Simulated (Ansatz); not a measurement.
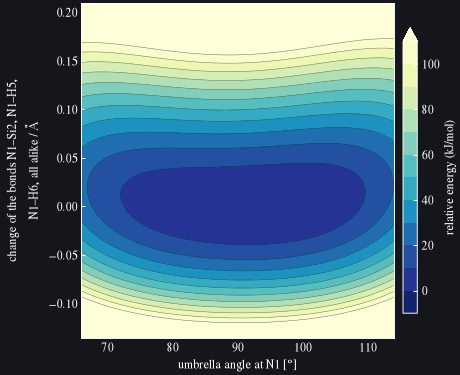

Energy landscape of BH5N2Si, SMILES N[SiH]1BN1. Coordinates scanned: (1) umbrella angle at N1 (between each of its bonds and their common axis; 90 is planar); (2) change of the bonds N1–Si2, N1–H5, N1–H6, all alike. Nothing is relaxed (all other coordinates rigid). The scan uses an 11 × 11 grid. Points are written as (first, second). Energies are in kJ/mol, from the relaxed molecule at the same level. All numbers below come from RKS PBE0-D4/def2-TZVP (Ansatz 0.2.0).

Drawn: filled contours, one colour for all values above the top of the scale. Between grid points the surface is interpolated. 

Where are the wells?

Answer. The lowest grid point is at (94.8°, 0.002 Å), 0.03 kJ/mol from the relaxed molecule at the same level. No other kind of well shows on this grid. The highest grid point, (66.0°, −0.136 Å), lies 205 kJ/mol above the lowest. Round the minimum the valley is somewhat tilted: raising the first coordinate shifts the best value of the second coordinate upwards (coupling k₁₂/√(k₁₁k₂₂) about −0.2).

The values on the grid:

| second ↓, first → | 66.0 | 70.8 | 75.6 | 80.4 | 85.2 | 90.0 | 94.8 | 99.6 | 104.4 | 109.2 | 114.0 |
| --- | --- | --- | --- | --- | --- | --- | --- | --- | --- | --- | --- |
| 0.210 | 155 | 159 | 167 | 174 | 179 | 180 | 177 | 170 | 162 | 155 | 151 |
| 0.176 | 117 | 119 | 124 | 130 | 134 | 135 | 132 | 127 | 120 | 115 | 113 |
| 0.141 | 83 | 83 | 85 | 89 | 92 | 92 | 90 | 86 | 82 | 79 | 80 |
| 0.106 | 55 | 52 | 52 | 54 | 56 | 56 | 54 | 52 | 49 | 48 | 52 |
| 0.072 | 35 | 29 | 27 | 27 | 28 | 28 | 27 | 25 | 24 | 26 | 32 |
| 0.037 | 24 | 15 | 11 | 9 | 9 | 8 | 7 | 7 | 8 | 12 | 21 |
| 0.002 | 24 | 13 | 6 | 3 | 1 | 0 | 0 | 1 | 4 | 10 | 22 |
| −0.032 | 39 | 24 | 15 | 10 | 8 | 7 | 7 | 9 | 13 | 22 | 37 |
| −0.067 | 72 | 54 | 43 | 36 | 32 | 31 | 31 | 34 | 41 | 52 | 70 |
| −0.101 | 124 | 104 | 90 | 81 | 77 | 75 | 76 | 80 | 88 | 102 | 123 |
| −0.136 | 205 | 181 | 165 | 155 | 149 | 146 | 148 | 153 | 164 | 180 | 204 |

Each point was launched as `ansatz run input.yaml --threads 1 --pin off --max-ram 2560MiB --backend cpu --events-out ev --progress --plain --runs-dir out`. Time for the 121 points that were run: 12 min on 1 thread of Arm Neoverse V1, on a shared host.
